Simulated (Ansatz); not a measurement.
# BCl2 (SMILES Cl[B]Cl) at 6 levels

Aim: a comparison of 6 runs (U-revPBE/STO-3G, UB2PLYP/STO-3G, UBLYP/STO-3G, UHSE06/STO-3G, UCCSDTQ/STO-3G, UCCSD(T)/STO-3G) of BCl2. 

The results are computed with Ansatz 0.2.0.

38 further runs of the same task are left out: 4 that didn't finish, 34 set aside as unsound or not needed.

## 1. The structure to begin with

BCl2 has 3 atoms, charge 0, and is taken as a doublet. SMILES: `Cl[B]Cl`. The B2–Cl1 distance was set to 3.439 Å, away from the relaxed value. At this shape a bond of the SMILES string is far longer than usual.

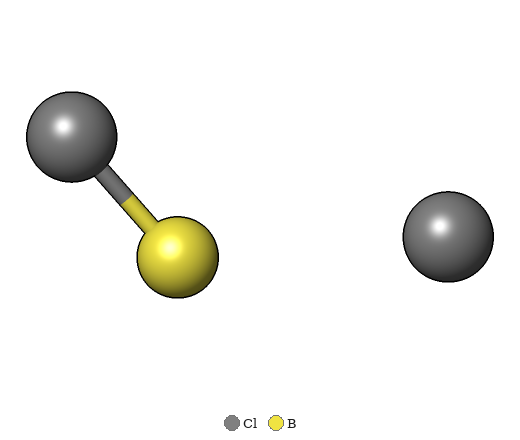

Viewed from a chosen angle; chlorine grey, boron yellow.

## 2. A single-point energy at U-revPBE/STO-3G (run 1)

Input file in.yaml:

```yaml
crystal:
  periodic: [false, false, false]
  atoms:
    - {symbol: Cl, position_ang: [1.206890, -3.000883, 0.316897]}
    - {symbol: B, position_ang: [-0.463900, -0.050300, -0.256900]}
    - {symbol: Cl, position_ang: [0.081500, 1.511100, 0.213700]}
basis:
  gaussian:
    orbitals: STO-3G
magnetization:
  spin_polarized: true
  initial_magnetization: 1
hamiltonian:
  xc: {name: revPBE}
accuracy: high
```

Started as:

```
$ ansatz run in.yaml --threads 1 --pin off --max-ram 2610MiB --events-out events.jsonl --progress --plain --runs-dir runs
```

Output:

```text
Warning: RAYON_NUM_THREADS=1 ignored (pool sized by the plan → 1); use --threads N
Functional definition: revPBE
  name "revPBE"
  parameter kappa = 1.245
  parameter beta = 0.06672455060314922
  exchange = pbe_x(kappa = kappa, mu = beta*pi^2/3)
  correlation = pbe_c(beta = beta)
371 factors; integrals over basis functions are off by at most 1.8e-8 eV
mean field evaluation 1: about -25424.7587 eV, gradient 1.3e1 eV
mean field evaluation 2: about -25154.8571 eV, gradient 3.6e1 eV
mean field evaluation 4: about -25253.0441 eV, gradient 4.1e1 eV
mean field evaluation 8: about -25425.8468 eV, gradient 5.1e0 eV
mean field evaluation 16: about -25431.2625 eV, gradient 6.4e-5 eV
mean field evaluation 32: about -25431.2625 eV, gradient 2.5e-2 eV
mean field evaluation 64: about -25431.0342 eV, gradient 1.3e0 eV
mean field -25431.26250864 eV, -934.5816592636 hartree, gradient 2.7e-8 eV, S^2 0.766363; 8 other end points of the search recorded, 0 dependent functions left out
reference -25431.26251086 eV, -934.5816593452 hartree; 20, 19 occupied and 3, 4 virtual orbitals, 371 factors
Total energy: -25431.26251086 eV, -934.5816593452 hartree
```

Wall time 4.2 s (1 thread of Arm Neoverse V1, shared host); peak memory 0.12 GiB.

## 3. A single-point energy at UB2PLYP/STO-3G (run 2)

Input file run.yaml:

```yaml
crystal:
  periodic: [false, false, false]
  atoms:
    - {symbol: Cl, position_ang: [1.206890, -3.000883, 0.316897]}
    - {symbol: B, position_ang: [-0.463900, -0.050300, -0.256900]}
    - {symbol: Cl, position_ang: [0.081500, 1.511100, 0.213700]}
basis:
  gaussian:
    orbitals: STO-3G
magnetization:
  spin_polarized: true
  initial_magnetization: 1
hamiltonian:
  xc: {name: B2PLYP}
correlation:
  frozen_orbitals: {B: 1, Cl: 5}
accuracy: high
```

Started as:

```
$ ansatz run run.yaml --threads 1 --pin off --max-ram 2610MiB --events-out events.jsonl --progress --plain --runs-dir runs
```

Output, shortened:

```text
Warning: RAYON_NUM_THREADS=1 ignored (pool sized by the plan → 1); use --threads N
Functional definition: B2PLYP
  name "B2PLYP"
[...]
371 factors; integrals over basis functions are off by at most 1.8e-8 eV
[...]
mean field -25425.53647513 eV, -934.3712314134 hartree, gradient 6.3e-9 eV, S^2 0.843149; 6 other end points of the search recorded, 0 dependent functions left out
11 core orbitals not correlated: weight in the atoms' cores, before any rotation towards them, 1.000 or more for the frozen orbitals, at most 0.000 for the correlated occupied ones
reference -25425.53649383 eV, -934.3712321005 hartree; 9, 8 occupied and 3, 4 virtual orbitals, 371 factors
second order -1.54781022 eV of doubles, -0.00000000 eV of singles
Total energy: -25425.95440258 eV, -934.3865899641 hartree
```

Run time: 4.5 s. Hardware: 1 thread of Arm Neoverse V1, shared host; peak memory 0.13 GiB.

Runs 3 to 4 aren't shown in full; the table further down has their settings and results.

## 4. A single-point energy at UCCSDTQ/STO-3G (run 5)

Input file job.yaml:

```yaml
crystal:
  periodic: [false, false, false]
  atoms:
    - {symbol: Cl, position_ang: [1.206890, -3.000883, 0.316897]}
    - {symbol: B, position_ang: [-0.463900, -0.050300, -0.256900]}
    - {symbol: Cl, position_ang: [0.081500, 1.511100, 0.213700]}
basis:
  gaussian: {orbitals: STO-3G}
magnetization: {spin_polarized: true, initial_magnetization: 1}
correlation: {method: ccsdtq, frozen_orbitals: {B: 1, Cl: 5}}
accuracy: high
scf: {omitted_lower_state_checks: [cluster_reference, increment]}
```

Started as:

```
$ ansatz run job.yaml --threads 1 --pin off --max-ram 2610MiB --events-out events.jsonl --progress --plain --runs-dir runs
```

Output:

```text
Warning: RAYON_NUM_THREADS=1 ignored (pool sized by the plan → 1); use --threads N
[... 19 lines left out ...]
11 core orbitals not correlated: weight in the atoms' cores, before any rotation towards them, 1.000 or more for the frozen orbitals, at most 0.000 for the correlated occupied ones
[... 116 lines left out ...]
Total energy: -25400.71903730 eV, -933.4592073951 hartree
Checks for a lower state left out: cluster_reference, increment
```

It took 1.8 min on 1 thread of Arm Neoverse V1, shared host; peak memory 0.5 GiB.

## 5. A single-point energy at UCCSD(T)/STO-3G (run 6)

Input file job.yaml:

```yaml
crystal:
  periodic: [false, false, false]
  atoms:
    - {symbol: Cl, position_ang: [1.206890, -3.000883, 0.316897]}
    - {symbol: B, position_ang: [-0.463900, -0.050300, -0.256900]}
    - {symbol: Cl, position_ang: [0.081500, 1.511100, 0.213700]}
basis:
  gaussian:
    orbitals: STO-3G
magnetization:
  spin_polarized: true
  initial_magnetization: 1
correlation:
  method: ccsd_t
  frozen_orbitals: {B: 1, Cl: 5}
accuracy: high
scf:
  omitted_lower_state_checks: [cluster_reference, increment]
```

Started as:

```
$ ansatz run job.yaml --threads 1 --pin off --max-ram 2610MiB --events-out events.jsonl --progress --plain --runs-dir runs
```

Output:

```text
Warning: RAYON_NUM_THREADS=1 ignored (pool sized by the plan → 1); use --threads N
[... 19 lines left out ...]
11 core orbitals not correlated: weight in the atoms' cores, before any rotation towards them, 1.000 or more for the frozen orbitals, at most 0.000 for the correlated occupied ones
[... 60 lines left out ...]
Total energy: -25400.70559139 eV, -933.4587132671 hartree
Checks for a lower state left out: cluster_reference, increment
```

Run time: 2 s. Hardware: 1 thread of Arm Neoverse V1, shared host.

## 6. All runs side by side

```
run            level  frozen core orbitals  energy (Eh)   ⟨S²⟩  wall time
  1  U-revPBE/STO-3G                     –  -934.581659  0.766      4.2 s
  2   UB2PLYP/STO-3G                    11  -934.386590  0.843      4.5 s
  3     UBLYP/STO-3G                     –  -934.639476  0.763      4.2 s
  4    UHSE06/STO-3G                     –  -934.426667  0.789      3.6 s
  5   UCCSDTQ/STO-3G                    11  -933.459207  1.072    1.8 min
  6  UCCSD(T)/STO-3G                    11  -933.458713  1.072        2 s
```

## 7. What came out

| quantity | value |
| --- | --- |
| run 6: total energy | -933.45871 Eh |
| run 6: correlation energy (11 core orbitals frozen) | -60.4 mEh |
| run 6: (T) correction | -2.38 mEh |
| run 6: ⟨S²⟩ of the reference determinant | 1.072 |
| run 6: T1 diagnostic | 0.062 |

What this shows: Totals of different functionals can't be ranked against each other. In runs 1, 2, 3, 4, 5, 6 the basis is minimal, so the values are rough. Spin contamination of the reference: run 5 ⟨S²⟩ = 1.07, run 6 ⟨S²⟩ = 1.07. All runs together took 2.1 min, the longest 1.8 min.
